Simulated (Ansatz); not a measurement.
Consider BOS (SMILES O=B[S]) (doublet).

```tsv
atom	x (Å)	y (Å)	z (Å)
B	0.0000	0.0000	-0.1762
O	0.0000	0.0000	-1.3928
S	0.0000	0.0000	1.5690
```

Geometry: B3LYP-D3(BJ)/def2-SVP.

These are results of isolated molecule in a Gaussian basis; Kohn-Sham density functional theory, functional PBE0 in Ansatz 0.2.0, not measurements.

Q: What will maps of the electron density, electron localisation function and spin density show?

A: B–O (1.22 Å): ρ is about 3 e/Å³ halfway; the ELF peaks at about 0.85 between the atoms, as expected for a polar covalent bond.
B–S (1.75 Å): the density is about 1.3 e/Å³ at the midpoint; the ELF peaks at about 0.90 between the atoms: a covalent bond.
The unpaired spin (1 electron) lies mostly on S3 (about 0.8) and O2 (about 0.2), in electrons by Hirshfeld's partition.

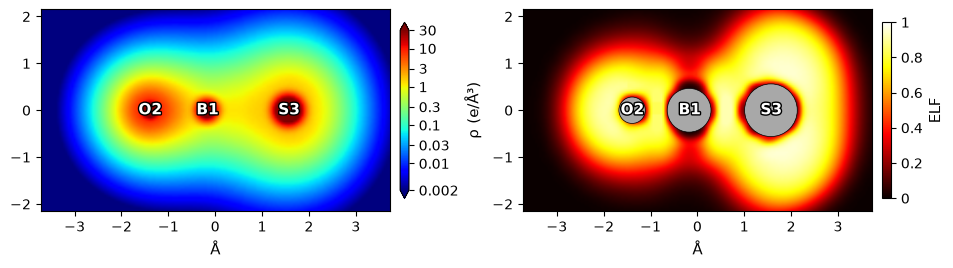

Computed electron density and electron localisation function on a plane that holds the molecular axis, in this order. Grey discs cover the atomic cores in the ELF map. 
